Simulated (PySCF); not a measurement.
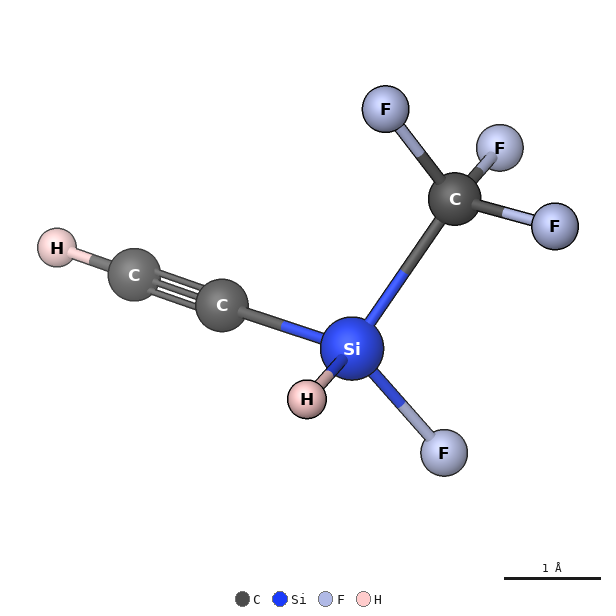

Atoms fade into the background with distance from the viewer. The geometry was computed by an optimisation with PBE0-D3(BJ)/def2-SVP. No frequency run is at hand to confirm it as a minimum. Masses are those of the most abundant isotopes; constants are for the rigid equilibrium geometry.

Q: What kind of rotor is it, and what are its rotational constants in MHz?

A: An asymmetric top (C1): A = 2339, B = 1317, C = 1038 MHz. Ray's parameter κ is −0.57, nearer the prolate limit.
